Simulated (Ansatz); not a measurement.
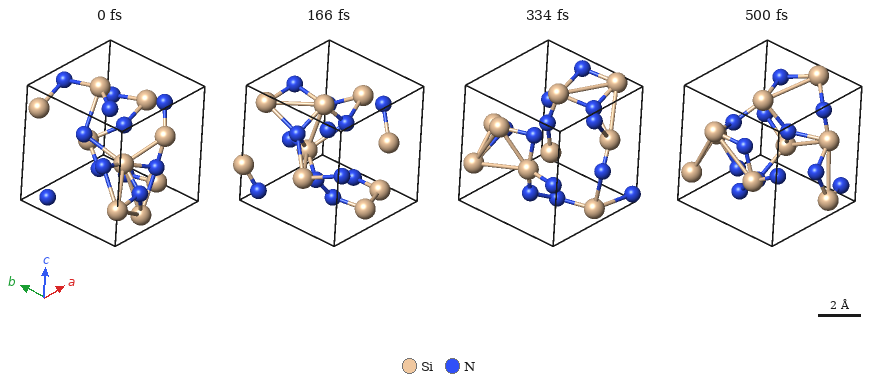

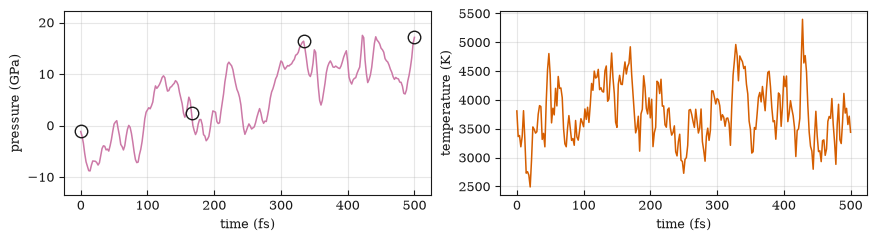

Molecular dynamics of an amorphous cell of composition Si3N4 (21 atoms in the cell), 500 fs long. Frames and the history of the run. A ball-and-stick model of the simulation cell, seen from a free direction. Atoms that leave the cell re-enter on the other side. Bonds to atoms that aren't drawn are left out.

All numbers below come from Ansatz 0.2.0, DFT PBE, scalar-relativistic, plane waves, PAW. Run with plane-wave cutoff 420 eV; k-point mesh 1 × 1 × 1; Fermi-Dirac smearing 0.345 eV; set temperature 4000 K; time step 2 fs.

The input:
```yaml
crystal:
  lattice:
    - [6.45212, 0.246429, 0.275834]
    - [0.246429, 6.257687, 0.238667]
    - [0.275834, 0.238667, 5.97352]
  atoms:
    - { symbol: Si, position: [0.9869307266, 0.5779218756, 0.645302406] }
    - { symbol: Si, position: [0.1113207867, 0.9587698528, 0.7668838563] }
    - { symbol: Si, position: [0.3464620903, 0.2479632799, 0.4749991541] }
    - { symbol: Si, position: [0.50321913, 0.7546511105, 0.4175297811] }
    - { symbol: Si, position: [0.6652224325, 0.1006117144, 0.6489930881] }
    - { symbol: Si, position: [0.4327301522, 0.6081373258, 0.9659074688] }
    - { symbol: Si, position: [0.9113611002, 0.362306495, 0.0485534173] }
    - { symbol: Si, position: [0.4582860917, 0.1317008633, 0.0326009089] }
    - { symbol: Si, position: [0.035527034, 0.0281457209, 0.2785173952] }
    - { symbol: "N", position: [0.0916273906, 0.2474309518, 0.5538004645] }
    - { symbol: "N", position: [0.416541959, 0.5567488382, 0.2815296079] }
    - { symbol: "N", position: [0.617017501, 0.1333175948, 0.3840613205] }
    - { symbol: "N", position: [0.0205644825, 0.740286017, 0.1141977325] }
    - { symbol: "N", position: [0.3298084483, 0.0486478395, 0.3018236243] }
    - { symbol: "N", position: [0.9311932934, 0.8877822655, 0.5875713719] }
    - { symbol: "N", position: [0.7173881787, 0.5720408632, 0.5372489083] }
    - { symbol: "N", position: [0.3985213873, 0.9532142031, 0.9023505791] }
    - { symbol: "N", position: [0.3055999086, 0.3894271573, 0.9144646805] }
    - { symbol: "N", position: [0.74006077, 0.1892605004, 0.8822582588] }
    - { symbol: "N", position: [0.2547435754, 0.5974843361, 0.6290320028] }
    - { symbol: "N", position: [0.8564883465, 0.6364368888, 0.0265854756] }
  symmetry: { detect: false }
basis:
  ecutwfc: 420
  xc_grid: 1
kpoints:
  mp_grid: { grid: [1, 1, 1], shift: [0.25, 0.25, 0.25] }
hamiltonian:
  xc: pbe
scf:
  occupations: { method: fermi_dirac, width: 0.3447 }
  lower_state_search: "off"
  convergence: { dr2_threshold: 1.0e-05 }
output:
  forces: true
  stress: true
md:
  timestep: 2.0
  n_steps: 250
  ensemble: nvt_langevin
  friction: 0.03
  temperature: 4000.0
  initial_velocities: maxwell_boltzmann
  seed: 9183
```

Launched with:
```bash
ansatz run input.yaml --threads 2 --pin off --max-ram 5120MiB --backend cpu --events-out ev --progress --plain --runs-dir out
```

### What do the frames and curves show?

Root-mean-square distances from the starting positions over the second half, with the common drift of all atoms taken out: N 1.33 Å, Si 1.29 Å. That is a large part of the typical shortest distance between atoms in the first frame, about 1.7 Å and still growing: the atoms leave their places as in a liquid. Bond changes: 21 N–Si bonds break between 26 fs and 442 fs; 21 N–Si bonds form between 34 fs and 500 fs; 9 Si–Si bonds break between 56 fs and 450 fs; 3 N–Si contacts open and close in turn; 10 Si–Si bonds form between 68 fs and 498 fs. Over the second half the temperature averages 3761 K (spread ±508 K). The potential energy in the second half lies on average 112 meV per atom below the first frame. The mean pressure there is 9.9 GPa.

Limits of the set-up: the periodic images lie only 6.0 Å apart, so the values are limited by the cell's size.

The run took 3.9 min on 2 threads of Arm Neoverse V2 (shared host), peak memory 0.4 GiB.
